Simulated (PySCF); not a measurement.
# Two runs on C₆H₁₂O

System: C₆H₁₂O.
Method of run A: GIAO PBE0/STO-3G NMR shielding, non-relativistic, gas phase (PySCF 2.14.0).

The geometry comes from this level: PBE0-D3(BJ)/def2-SVP. Text and figures count atoms from 1; the logs count them from 0 in places.

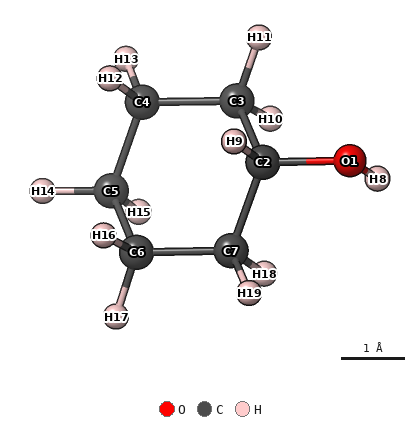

**Figure 1.** The input geometry (ball-and-stick view, seen at a tilt; atoms are numbered from 1 in the order of the input). Bond lengths as drawn: C–C 1.53 Å, C–H 1.10 to 1.11 Å, C–O 1.41 Å and H–O 0.96 Å.

**The input, run A**
```
{"job": {"kind": "nmr", "xc": "PBE0", "basis": "STO-3G", "pop": true}, "charge": 0, "multiplicity": 1}
O      2.433596     0.761426    -0.032958
C      1.124143     0.357475     0.280443
C      0.075183     1.246787    -0.379966
C     -1.345117     0.813998    -0.030858
C     -1.579448    -0.654559    -0.371115
C     -0.538949    -1.549400     0.295192
C      0.879364    -1.110549    -0.054768
H      2.544429     0.668413    -0.985838
H      1.039432     0.479640     1.375536
H      0.217635     1.190136    -1.476669
H      0.259284     2.294106    -0.093097
H     -1.514263     0.967229     1.050325
H     -2.077255     1.453768    -0.548962
H     -2.595920    -0.960512    -0.075633
H     -1.522026    -0.786167    -1.466982
H     -0.671097    -1.504470     1.391352
H     -0.693936    -2.602499     0.011185
H      1.049711    -1.248871    -1.140155
H      1.630744    -1.727983     0.462278
```

The first line tells a small driver script what to run in PySCF; the rest is the geometry in Å.

Hardware: 1 CPU thread, shared host.

**Output (run A)**
```
coarse grid: 15048 points
cycle   1  E = -306.8793141792  dE =  8.535e-01  |g| = 4.494e-01  |ddm| = 5.267e+00
cycle   2  E = -306.9052974616  dE = -2.598e-02  |g| = 3.791e-01  |ddm| = 1.138e+00
cycle   3  E = -306.9484146240  dE = -4.312e-02  |g| = 3.492e-02  |ddm| = 5.187e-01
cycle   4  E = -306.9487649434  dE = -3.503e-04  |g| = 1.030e-02  |ddm| = 5.937e-02
cycle   5  E = -306.9487981873  dE = -3.324e-05  |g| = 1.025e-03  |ddm| = 1.475e-02
cycle   6  E = -306.9487985028  dE = -3.155e-07  |g| = 2.144e-04  |ddm| = 1.654e-03
final grid: 142920 points
cycle   7  E = -306.9162649753  dE = -8.240e-06  |g| = 5.137e-03  |ddm| = 1.636e-02
cycle   8  E = -306.9162662922  dE = -1.317e-06  |g| = 4.716e-03  |ddm| = 1.283e-02
cycle   9  E = -306.9162730297  dE = -6.738e-06  |g| = 1.825e-04  |ddm| = 6.202e-03
cycle  10  E = -306.9162730400  dE = -1.026e-08  |g| = 2.110e-05  |ddm| = 2.630e-04
cycle  11  E = -306.9162730401  dE = -1.435e-10  |g| = 6.129e-06  |ddm| = 3.781e-05
converged SCF energy = -306.9162730401

GIAO shielding tensors (ppm)
atom      isotropic    diamagn.    paramagn.     s11        s22        s33       span
  0 O      332.171     372.351     -40.180    298.373    310.932    387.208     88.834
  1 C      177.647     247.089     -69.442    154.889    168.560    209.492     54.603
  2 C      205.868     244.904     -39.037    198.638    203.550    215.415     16.777
  3 C      208.337     243.160     -34.823    199.587    209.488    215.934     16.347
  4 C      208.580     242.705     -34.125    203.141    208.224    214.375     11.234
  5 C      208.334     242.886     -34.552    199.581    209.484    215.936     16.356
  6 C      205.877     244.649     -38.772    198.653    203.569    215.410     16.757
  7 H       35.427      30.629       4.798     27.042     33.920     45.319     18.277
  8 H       30.792      32.244      -1.452     26.753     28.711     36.912     10.160
  9 H       32.434      32.876      -0.442     28.218     29.793     39.289     11.071
 10 H       31.408      30.636       0.772     25.273     28.677     40.274     15.002
 11 H       31.930      31.625       0.305     27.421     28.397     39.973     12.552
 12 H       31.657      29.773       1.884     25.599     28.233     41.140     15.542
 13 H       31.731      29.329       2.402     25.820     28.224     41.150     15.330
 14 H       32.100      31.384       0.716     27.918     28.422     39.961     12.043
 15 H       31.931      31.456       0.474     27.422     28.398     39.972     12.550
 16 H       31.658      29.520       2.138     25.599     28.234     41.141     15.542
 17 H       32.433      32.699      -0.267     28.216     29.791     39.292     11.076
 18 H       31.408      30.388       1.020     25.272     28.674     40.276     15.004
```

For run B the input was changed thus:
```diff
-"basis": "STO-3G"
+"basis": "6-31G*"
```

Predict how the results change.

The total energy of run B is 2387.2 kcal/mol lower, which measures the change of basis and not a stability. The HOMO goes from −3.93 to −7.20 eV. The LUMO goes from 9.13 to 2.57 eV. The dipole moment goes from 1.41 to 1.68 D. Of all shieldings, the largest change is that of O1, by −62.6 ppm. The SCF takes 12 iterations against 11. The basis functions go from 47 to 122.

**Output (run B)**
```
coarse grid: 15048 points
cycle   1  E = -310.6851692629  dE =  7.809e-01  |g| = 6.640e-01  |ddm| = 3.691e+00
cycle   2  E = -310.6437708491  dE =  4.140e-02  |g| = 8.265e-01  |ddm| = 1.399e+00
cycle   3  E = -310.7811115238  dE = -1.373e-01  |g| = 6.256e-02  |ddm| = 8.126e-01
cycle   4  E = -310.7816913108  dE = -5.798e-04  |g| = 3.361e-02  |ddm| = 8.144e-02
cycle   5  E = -310.7819512803  dE = -2.600e-04  |g| = 5.411e-03  |ddm| = 3.797e-02
cycle   6  E = -310.7819578818  dE = -6.602e-06  |g| = 8.558e-04  |ddm| = 6.774e-03
final grid: 142920 points
cycle   7  E = -310.7204477723  dE = -4.248e-05  |g| = 9.531e-03  |ddm| = 2.997e-02
cycle   8  E = -310.7204314944  dE =  1.628e-05  |g| = 1.295e-02  |ddm| = 2.160e-02
cycle   9  E = -310.7204700762  dE = -3.858e-05  |g| = 1.002e-03  |ddm| = 1.246e-02
cycle  10  E = -310.7204702698  dE = -1.936e-07  |g| = 2.813e-04  |ddm| = 1.147e-03
cycle  11  E = -310.7204702854  dE = -1.561e-08  |g| = 4.419e-05  |ddm| = 2.918e-04
cycle  12  E = -310.7204702858  dE = -4.445e-10  |g| = 6.120e-06  |ddm| = 5.494e-05
converged SCF energy = -310.7204702858

GIAO shielding tensors (ppm)
atom      isotropic    diamagn.    paramagn.     s11        s22        s33       span
  0 O      269.545     388.244    -118.699    240.202    265.051    303.384     63.182
  1 C      128.190     239.438    -111.248    104.672    117.474    162.424     57.752
  2 C      157.251     244.657     -87.406    146.707    155.250    169.794     23.087
  3 C      168.858     242.748     -73.890    163.949    166.702    175.924     11.975
  4 C      168.552     242.230     -73.678    164.740    168.902    172.015      7.275
  5 C      168.856     242.656     -73.800    163.942    166.703    175.922     11.981
  6 C      157.275     244.639     -87.364    146.747    155.283    169.797     23.050
  7 H       32.908      29.424       3.484     25.405     30.910     42.409     17.004
  8 H       28.498      29.344      -0.845     25.226     28.939     31.330      6.104
  9 H       31.147      30.786       0.361     28.303     30.153     34.985      6.682
 10 H       29.940      29.497       0.443     25.864     28.717     35.239      9.375
 11 H       30.562      29.540       1.022     26.788     28.821     36.077      9.289
 12 H       30.311      28.895       1.416     25.401     28.499     37.034     11.633
 13 H       30.466      28.807       1.658     25.953     28.468     36.975     11.022
 14 H       30.812      29.549       1.263     27.327     28.846     36.263      8.936
 15 H       30.562      29.456       1.106     26.789     28.822     36.076      9.287
 16 H       30.312      28.801       1.511     25.401     28.500     37.035     11.633
 17 H       31.146      30.716       0.430     28.301     30.150     34.988      6.688
 18 H       29.939      29.426       0.513     25.863     28.714     35.242      9.379
```

**The two runs side by side**

| quantity | run A | run B |
| --- | --- | --- |
| outcome | converged | converged |
| total energy (hartree) | −306.916273 | −310.720470 |
| HOMO (eV) | −3.93 | −7.20 |
| LUMO (eV) | 9.13 | 2.57 |
| dipole moment (D) | 1.41 | 1.68 |
| shielding of O1 (ppm) | 332.2 | 269.5 |
| shielding of C2 (ppm) | 177.6 | 128.2 |
| shielding of C3 (ppm) | 205.9 | 157.3 |
| shielding of C4 (ppm) | 208.3 | 168.9 |
| shielding of C5 (ppm) | 208.6 | 168.6 |
| shielding of C6 (ppm) | 208.3 | 168.9 |
| shielding of C7 (ppm) | 205.9 | 157.3 |
| SCF iterations | 11 | 12 |
| basis functions | 47 | 122 |
| wall time (shared host) | 5.1 s | 15 s |
